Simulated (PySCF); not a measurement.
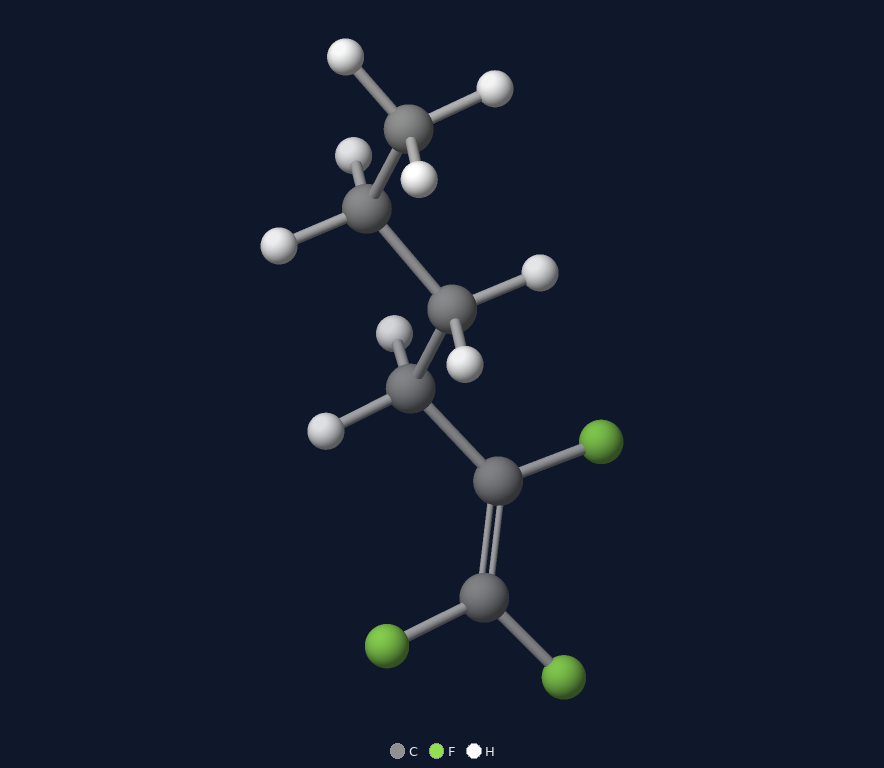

A ball-and-stick model of a molecule. Double and triple bonds are drawn as two and three sticks.

The computed structure is the end point of a PBE0-D3(BJ)/def2-SVP optimisation. No frequency run is at hand to confirm it as a minimum.

What does the picture show?

The molecule is C6H9F3. SMILES: `CCCCC(F)=C(F)F`. It has no ring. Among its groups: alkene, C–F bond. The point group is C1. Coordination: 4 C tetrahedral; 2 C trigonal planar.

More results for the same structure follow; atom numbers are the same in all pictures, views and colours differ.

Geometry

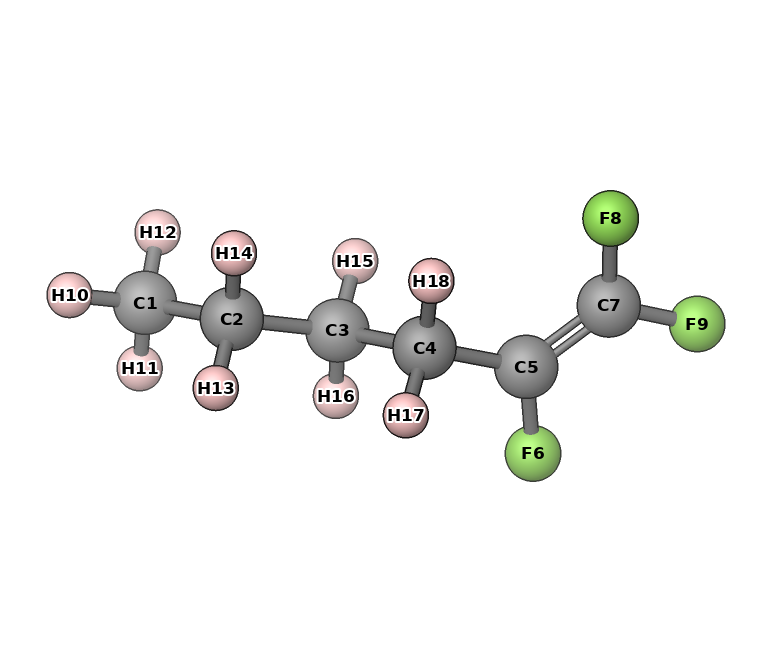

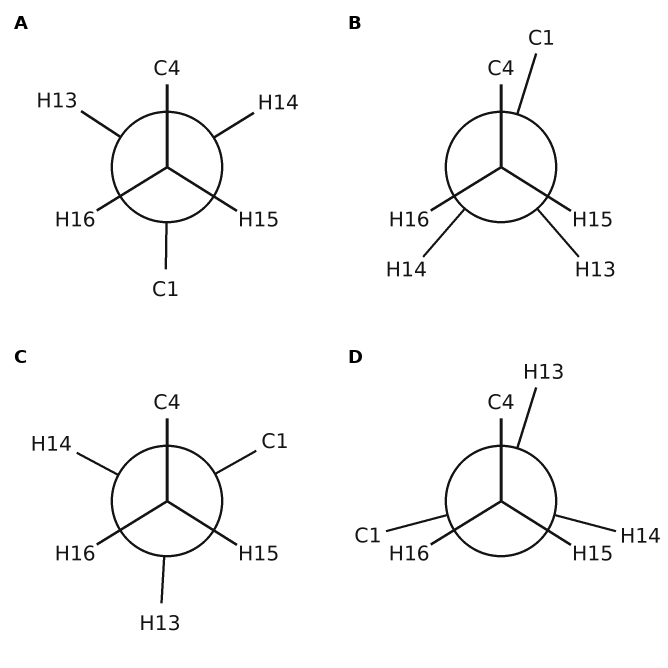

Distant atoms are faded towards the background colour. Bonds that would overlap in a projection are set slightly apart. No frequency run is at hand to confirm it as a minimum.

Which Newman projection shows the view along C3–C2, with C3 in front?

Answer. A. The torsion angle C4–C3–C2–C1 is −179°, antiperiplanar (anti).

Excitation

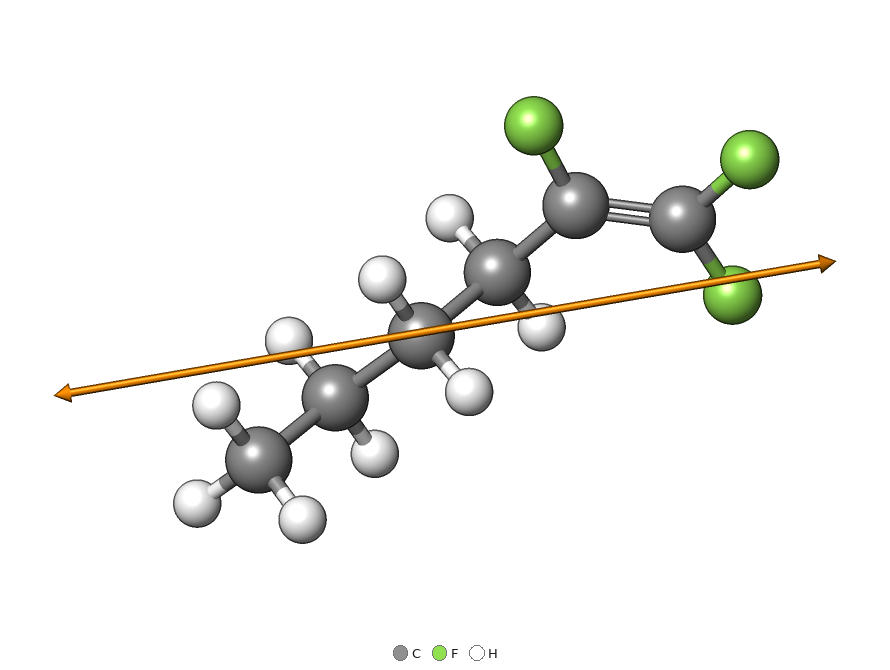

The double arrow shows the direction of the transition dipole to excited singlet state 5 (its length means nothing). No frequency run is at hand to confirm it as a minimum. Level of theory: TDDFT PBE0/def2-SVPD, vertical, IEF-PCM water (non-equilibrium linear response), core orbitals frozen in the response (PySCF 2.14.0).

Give its energy, strength and character.

Answer. 7.81 eV (159 nm), oscillator strength 0.28, mainly HOMO → LUMO+4 (weight 0.57); transition dipole 3.09 D.

Polarisability

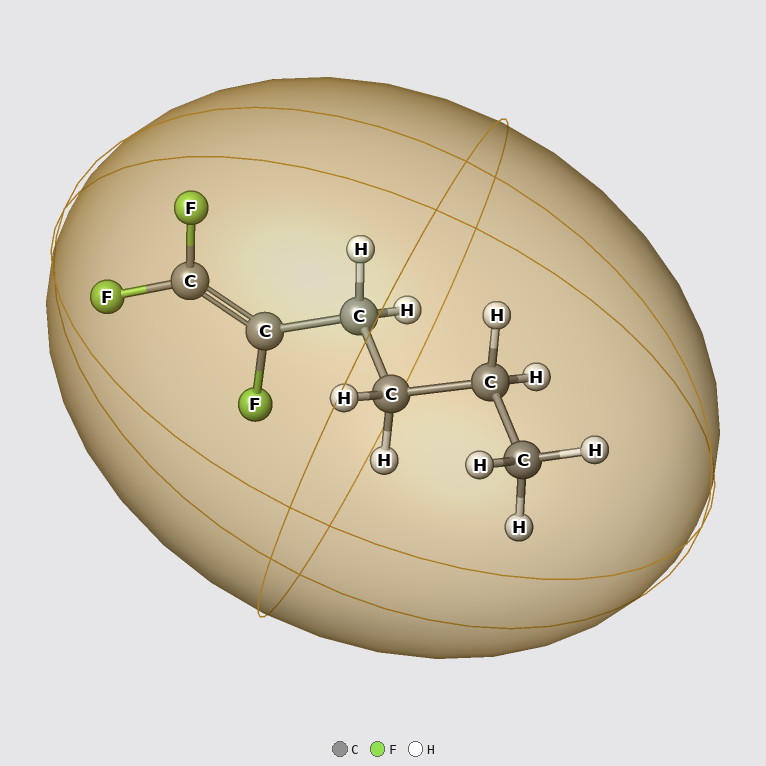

The ellipsoid shows the static dipole polarisability: its half-axes are proportional to the principal values. No frequency run is at hand to confirm it as a minimum. Method: PBE0/def2-SVPD in water (IEF-PCM) (PySCF 2.14.0).

How large and how anisotropic is the polarisability?

Answer. Principal values 89.6, 94.9, 119.8 bohr³; mean 101.4 bohr³ (15.03 Å³); anisotropy 27.9 bohr³, so the longest axis is 1.34 times the shortest.

NMR shielding

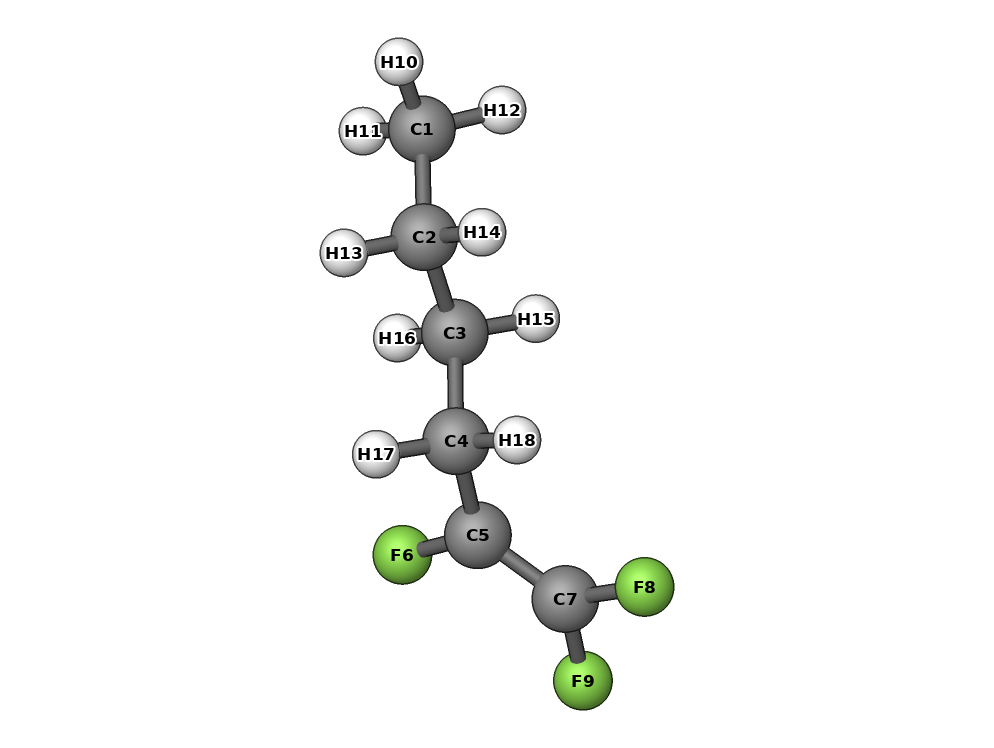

No frequency run is at hand to confirm it as a minimum. Method: GIAO PBE0/pcSseg-1 NMR shielding, non-relativistic, IEF-PCM chloroform (PySCF 2.14.0). Principal shieldings σ11 ≤ σ22 ≤ σ33, span Ω = σ33 − σ11, skew κ = 3(σiso − σ22)/Ω.

Which C atom has the most anisotropic shielding?

Answer. C7, with a span of 100 ppm.

Give the shielding tensors of the C atoms.

```json
{"atom": "C1", "σ11": "157.0", "σ22": "162.0", "σ33": "186.5", "σiso": "168.5", "Ω": "29.5", "κ": "0.66"}
{"atom": "C2", "σ11": "146.7", "σ22": "156.1", "σ33": "171.9", "σiso": "158.2", "Ω": "25.2", "κ": "0.25"}
{"atom": "C3", "σ11": "130.6", "σ22": "152.9", "σ33": "173.2", "σiso": "152.3", "Ω": "42.6", "κ": "−0.05"}
{"atom": "C4", "σ11": "140.2", "σ22": "154.3", "σ33": "169.8", "σiso": "154.7", "Ω": "29.6", "κ": "0.05"}
{"atom": "C5", "σ11": "10.8", "σ22": "49.7", "σ33": "82.5", "σiso": "47.7", "Ω": "71.8", "κ": "−0.08"}
{"atom": "C7", "σ11": "−40.6", "σ22": "49.8", "σ33": "59.6", "σiso": "22.9", "Ω": "100.2", "κ": "−0.81"}
```

Shieldings and span in ppm.
